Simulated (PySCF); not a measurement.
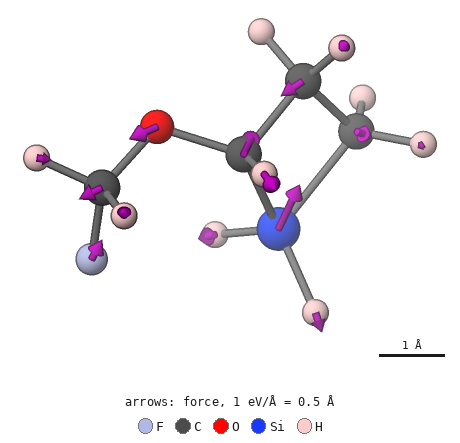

Starting geometry of C4H9FOSi with the computed forces as purple arrows. Style: ball-and-stick. Shown at a tilt.

The start comes from GFN2-xTB. Its atoms were then displaced at random by about 0.01 Å.

Theory: PBE0-D3(BJ)/def2-SVP geometry optimisation, gas phase (PySCF). 

### What follows when this structure is relaxed?

It isn't relaxed: the largest force vector, on Si atoms, is 1.84 eV/Å. The final displacements have little in common with the starting forces (cosine between the two patterns 0.07). The atom that moves furthest after the best rigid fit is an H atom (0.45 Å). Largest moves by element: H 0.45 Å, C 0.17 Å, O 0.15 Å, Si 0.11 Å, F 0.07 Å. Some distances before and after: H–Si 1.447 → 1.492 Å, C–H 1.070 → 1.110 Å, C–Si 1.947 → 1.916 Å, C–Si 1.929 → 1.901 Å. Among the angles between lasting bonds that change: O–C–Si 117.1° → 123.3°, Si–C–H 115.9° → 110.5°, C–Si–H 115.5° → 120.8°. Over 10 geometry steps the energy falls by 18.7 kJ/mol. Cost: 4.4 min on 1 thread of Intel(R) Xeon(R) Processor @ 2.50GHz (shared host).
